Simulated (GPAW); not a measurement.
**SiF3 (trifluorosilyl): USVWN5/plane waves (scalar-relativistic datasets, plane-wave cutoff 450 eV)**

We compute a structure relaxation of SiF3 (trifluorosilyl). The job is set up through an ASE script.

The calculation is run with GPAW 26.7.0.

1 further run of the same task is left out (it didn't finish).

**1. The molecule**

SiF3: 4 atoms, total charge 0, spin state doublet. SMILES: `F[Si](F)F`. Geometry: embedded from SMILES. The run starts from this shape.

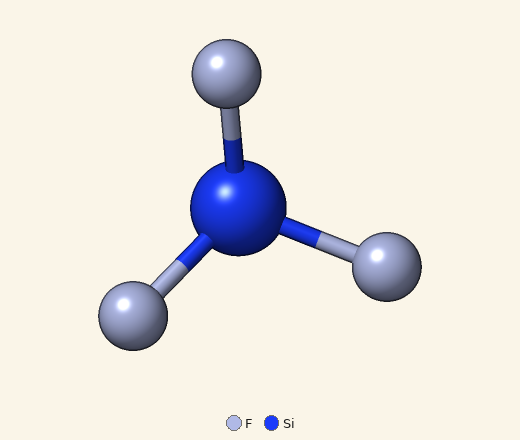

Viewed from a chosen angle; fluorine light blue, silicon blue.

**2. A structure relaxation at USVWN5/plane waves (scalar-relativistic datasets, plane-wave cutoff 450 eV)**

The input, molecule_relax.py:

```python
from ase import Atoms
from ase.io import write
from ase.optimize import LBFGS
from gpaw import GPAW, PW, setup_paths
from gpaw.atom.configurations import parameters
from gpaw.atom.generator import Generator
from rdkit import Chem
from rdkit.Chem import AllChem

rd = Chem.AddHs(Chem.MolFromSmiles('F[Si](F)F'))
AllChem.EmbedMolecule(rd, randomSeed=715)
AllChem.UFFOptimizeMolecule(rd)
mol = Atoms([a.GetSymbol() for a in rd.GetAtoms()], positions=rd.GetConformer().GetPositions())
write('start.xyz', mol)
mol.center(vacuum=5.0)
mol.set_initial_magnetic_moments([1 / len(mol)] * len(mol))

for symbol in ['F', 'Si']:
    Generator(symbol, xcname='LDA_X+LDA_C_VWN', scalarrel=True, nofiles=True, txt=None).run(**parameters[symbol])
setup_paths.insert(0, '.')

calc = GPAW(mode={'name': 'pw', 'ecut': 450},
            maxiter=150,
            occupations={'name': 'fermi-dirac', 'width': 0.0, 'fixmagmom': True},
            xc='LDA_X+LDA_C_VWN',
            symmetry='off',
            txt='-')
mol.calc = calc

opt = LBFGS(mol, trajectory='molecule.traj')
converged = opt.run(fmax=0.02, steps=40)
print('Converged:', converged)
print(f'Final energy            {mol.get_potential_energy():.5f} eV')
write('relaxed.xyz', mol)
```

Started as:

```
python3 -u molecule_relax.py | tee molecule_relax.out
```

Standard output:

```text
[...]
  mode=PW(ecut=450),
[...]
Number of symmetries: 1
[...]
  Number of IBZ points: 1
[...]
Cutoff: 450.00000000000006 eV
Spin-components: 2 (collinear spins)
Bands:           16
[...]
  Valence electrons: 25.0
[...]
  Grid points: [63 63 54]
  Charge: 0.0  # |e|
[...]
    cutoffs:
[...]
occupation numbers:
  Fixed magnetic moment: 1.000
[...]
xc functional:
  name: None
[...]
|iter     |     time |      energy | eigst |  dens |  magmom |
[...]
|iter:   1| 00:00:08 |  -21.652281 | -0.23 |       |  +0.9972|
[...]
Converged in 10 steps
[...]
dipole moment: (-0.000397, 0.000668, 0.265999)  # |e|*Ang
Total magnetic moment: (0.000000, 0.000000, 1.000000)
[...]
Converged in 9 steps
[...]
Converged in 7 steps
[...]
Converged in 7 steps
[...]
Converged in 7 steps
[...]
|iter:   5| 00:12:28 |  -20.830537c| -7.60c| -4.26c|  +1.0000|
Converged in 5 steps
[...]
Energy contributions relative to reference atoms: (reference = -15955.958320)
Energy contributions:
  Kinetic:          17.981855
  Coulomb:         -17.169890
  Zero:              0.623171
  External:          0.000000
  Xc:              -22.265673
  Entropy:           0.000000
  Spinorbit:         0.000000
  ----------------------------
  Free energy:     -20.830537
  Extrapolated:    -20.830537
[...]
Total magnetic moment: (0.000000, 0.000000, 0.999975)
Local magnetic moments
|        x |        y |        z |
|----------|----------|----------|
| 0.000000 | 0.000000 | 0.052831 |  # F    0
| 0.000000 | 0.000000 | 0.305634 |  # Si   1
| 0.000000 | 0.000000 | 0.052280 |  # F    2
| 0.000000 | 0.000000 | 0.052469 |  # F    3
Fermi levels: -2.617, -5.596
Eigenvalues  # (at kpt = [0.000, 0.000, 0.000])
| band index |      eig [eV] | occ [0-1] |      eig [eV] | occ [0-1] |
|------------|---------------|-----------|---------------|-----------|
|          0 |       -30.836 |     1.000 |       -30.706 |     1.000 |
|        ... |               |           |               |           |
|          5 |       -12.884 |     1.000 |       -12.727 |     1.000 |
|          6 |       -12.103 |     1.000 |       -11.876 |     1.000 |
|          7 |       -11.466 |     1.000 |       -11.358 |     1.000 |
|          8 |       -11.457 |     1.000 |       -11.349 |     1.000 |
|          9 |       -10.822 |     1.000 |       -10.719 |     1.000 |
|         10 |       -10.808 |     1.000 |       -10.707 |     1.000 |
|         11 |       -10.368 |     1.000 |       -10.297 |     1.000 |
|         12 |        -6.391 |     1.000 |        -4.800 |     0.000 |
|         13 |        -0.434 |     0.000 |        -0.129 |     0.000 |
|         14 |        -0.403 |     0.000 |         0.074 |     0.000 |
[...]
Gap: 4.366 eV
Transition (v -> c):
[...]
Forces  # eV/Ang
|        x |        y |        z |
|----------|----------|----------|
|  0.00578 | -0.00736 | -0.01228 |  # F    0
|  0.00832 |  0.01109 | -0.00823 |  # Si   1
| -0.00860 |  0.00191 | -0.00608 |  # F    2
| -0.00375 |  0.01714 | -0.00241 |  # F    3
Force computation time: 1.131  # s
LBFGS:   31 hh:mm:ss      -20.830537        0.017706
Converged: True
Final energy            -20.83054 eV
```

It took 12 min on 1 thread of Intel Xeon at 2.70GHz, shared host; peak memory 0.7 GiB.

The path in brief:

| step | energy from the first frame kept (eV) | largest force (eV/Å) |
| --- | --- | --- |
| 0 | 0.0000 | 2.5808 |
| 2 | -0.3616 | 1.2020 |
| 4 | -0.3963 | 0.3195 |
| 6 | -0.4073 | 0.0754 |
| 8 | -0.4080 | 0.1178 |
| 10 | -0.4100 | 0.1312 |
| 12 | -0.4107 | 0.0315 |
| 14 | -0.4109 | 0.0499 |
| 16 | -0.4112 | 0.0568 |
| 18 | -0.4116 | 0.0725 |
| 20 | -0.4117 | 0.2041 |
| 22 | -0.4138 | 0.1235 |
| 24 | -0.4173 | 0.0449 |
| 26 | -0.4175 | 0.0435 |
| 28 | -0.4185 | 0.0475 |
| 30 | -0.4195 | 0.0248 |
| 31 | -0.4196 | 0.0177 |

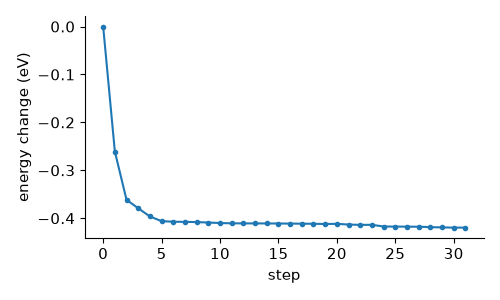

Energy along the run.

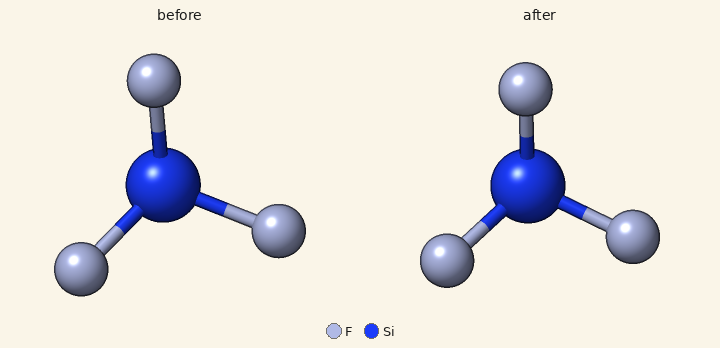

Before and after, at one scale.

After the run. Bond lengths: F1–Si2 1.592 Å, Si2–F3 1.591 Å, Si2–F4 1.591 Å. Angles: F1–Si2–F3 107.4°, F1–Si2–F4 107.8°, F3–Si2–F4 106.9°.

**3. Outcome**

Level: USVWN5/plane waves (scalar-relativistic datasets, plane-wave cutoff 450 eV).

| quantity | value |
| --- | --- |
| energy as printed (from the program's reference atoms) | -20.8305 eV |
| dipole moment | 1.15 D |
| HOMO energy (from the vacuum level) | -6.65 eV |
| LUMO energy (from the vacuum level) | -5.06 eV |

**Reading.** At the final geometry: Bond lengths: F1–Si2 1.592 Å, Si2–F3 1.591 Å, Si2–F4 1.591 Å. Angles: F1–Si2–F3 107.4°, F1–Si2–F4 107.8°, F3–Si2–F4 106.9°. The optimisation took 31 steps and changed the energy by -0.420 eV.
